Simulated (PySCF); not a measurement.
C4H12P2Si

```xyz
19

Si   -1.5656    1.6771    1.2146
C    -0.5263    0.6600   -0.0150
C    -1.1908   -0.6374   -0.4746
C    -0.0819   -1.5735   -0.9376
C     0.9404   -1.5917    0.1903
P     1.1229    0.1769    0.7607
P     2.4027    0.8690   -0.8550
H    -2.8498    1.9937    0.5845
H    -1.7770    0.8715    2.4174
H    -0.8431    2.9068    1.5401
H    -0.2980    1.2785   -0.8918
H    -1.7244   -1.1020    0.3589
H    -1.9123   -0.4406   -1.2693
H     0.3805   -1.1720   -1.8438
H    -0.4578   -2.5753   -1.1531
H     0.5735   -2.1831    1.0344
H     1.9067   -1.9994   -0.1146
H     3.5744    0.6584   -0.1292
H     2.3159    2.1927   -0.4244
```

Geometry: GFN2-xTB.

Computed with PBE0/pcSseg-1, SCF density, gas phase, non-relativistic (PySCF 2.14.0).

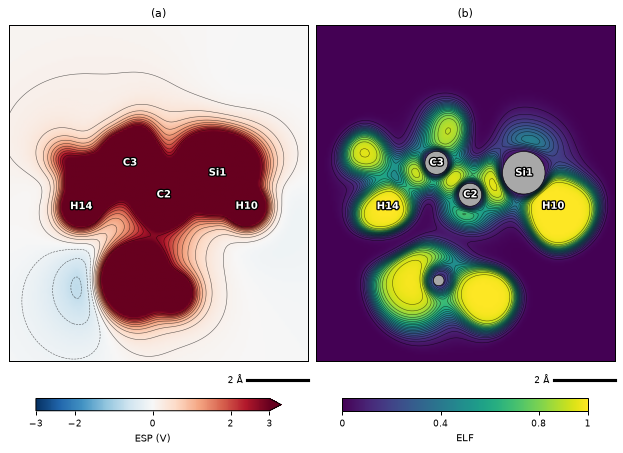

Figure 1. (a) electrostatic potential; (b) electron localisation function on the plane of atoms C2, Si1 and H10. Grey discs cover the atomic cores in the ELF map.

**What do the fields say about this system?**

The section cuts through Si, C and H sites. C–C (1.53 Å): the ELF peaks at about 0.95 between the atoms, as expected for a covalent bond. C–Si (1.90 Å): the ELF peaks at about 0.95 between the atoms: localised, covalent bonding. Si–H (1.46 Å): the ELF climbs to about 1 towards the hydrogen, as it does in any bond to H. The ELF also peaks beside P7, away from the bonds: lone-pair regions. Outside the dense part of the molecule the potential is most negative (−0.8 V) near P7, which lies off the plane.

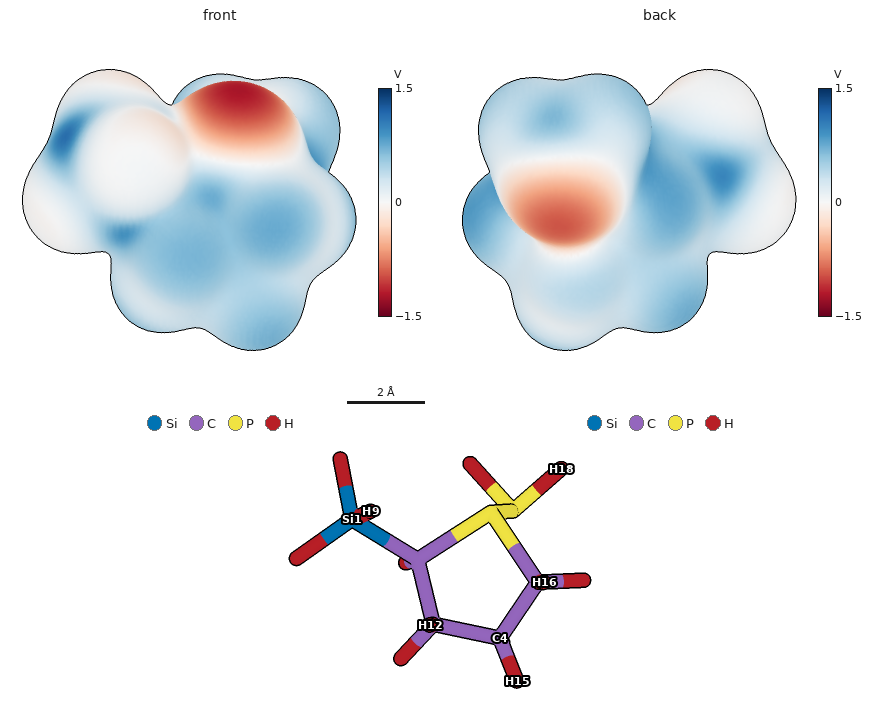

Figure 2. The molecular electrostatic potential painted on the density surface at 0.002 e/bohr³, seen from the front and from behind; the colour scale runs from red (negative) to blue (positive). The bare structure is drawn below in the same view.

**Where is the surface potential most negative and most positive?**

The most negative region (about −1.2 V, or −28 kcal/mol for a unit charge) lies over P6, the most positive (about +1.0 V, or +23 kcal/mol for a unit charge) over Si1 and P7.
